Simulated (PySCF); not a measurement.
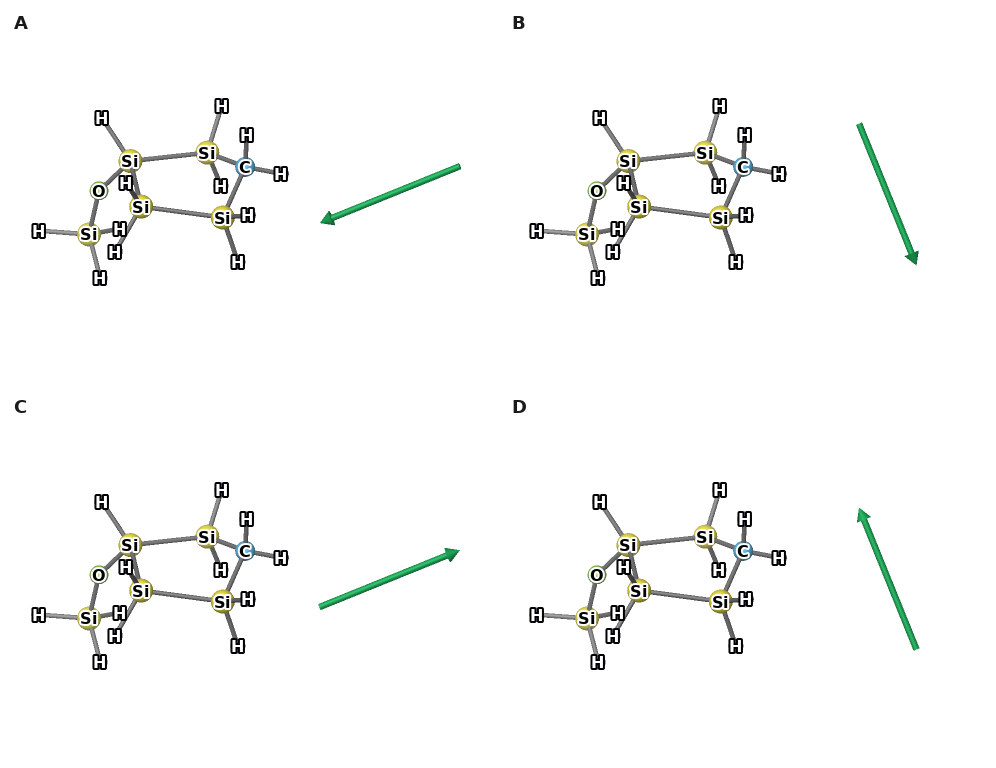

The same molecule four times, each with an arrow. The geometry was computed by an optimisation with GFN2-xTB. No frequency run is at hand to confirm it as a minimum. Method: PBE0/pcSseg-1, gas phase (PySCF 2.14.0).

### Which arrow points along the dipole moment, from the negative to the positive end?

C. The dipole moment is 0.36 D.

The geometry is semi-empirical. Around Si such bond lengths and angles can be off by a tenth of an ångström or more and by several degrees, and values that hang on the shape move with them.
